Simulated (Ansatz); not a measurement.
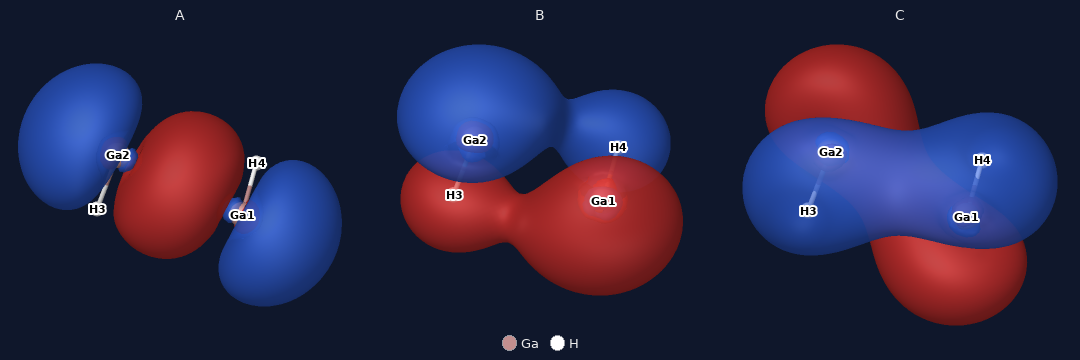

*GaH···GaH (charge +1, quartet). Three frontier orbitals at ±0.06 Å⁻³ᐟ² (red and blue are the two phases), in no order.*

Geometry: PBE-D4/def2-TZVP.

Theory: UKS PBE0-D4/def2-TZVP (Ansatz 0.2.0).

The calculation's input:

```
crystal:
  periodic: [false, false, false]
  atoms:
    - {symbol: Ga, position_ang: [1.301224, 0.949961, 0.301045]}
    - {symbol: Ga, position_ang: [-1.035887, -1.026231, 0.748737]}
    - {symbol: H, position_ang: [-0.439380, -1.798191, -0.580513]}
    - {symbol: H, position_ang: [0.174042, 1.874460, -0.469269]}
basis:
  gaussian: {orbitals: def2-TZVP, initial_orbitals: start.molden}
total_charge: 1
magnetization: {spin_polarized: true, initial_magnetization: 3}
hamiltonian: {xc: pbe0, dispersion: d4}
output: {orbitals: {seedname: orbitals}}
```

Launched as:

```sh
ansatz run in.yaml --threads 4 --pin off --events-out ev --progress --plain --max-ram 3916MiB
```

Question: Order the three orbitals by energy and name them. All are α orbitals.

Answer: B is the HOMO−1 (α) (−12.88 eV). It lies mainly on Ga1 (about 40 %), Ga2 (about 40 %), H3 (about 10 %) and H4 (about 10 %). A is the HOMO (α) (−10.22 eV). By Hirshfeld shares it lies mainly on Ga1 (about 50 %) and Ga2 (about 50 %). C is the LUMO (α) (−7.24 eV). By Hirshfeld shares it lies mainly on Ga1 (about 45 %) and Ga2 (about 45 %).

Question: What is the gap between the highest occupied and lowest empty α orbitals?

Answer: 2.98 eV between the orbital energies.
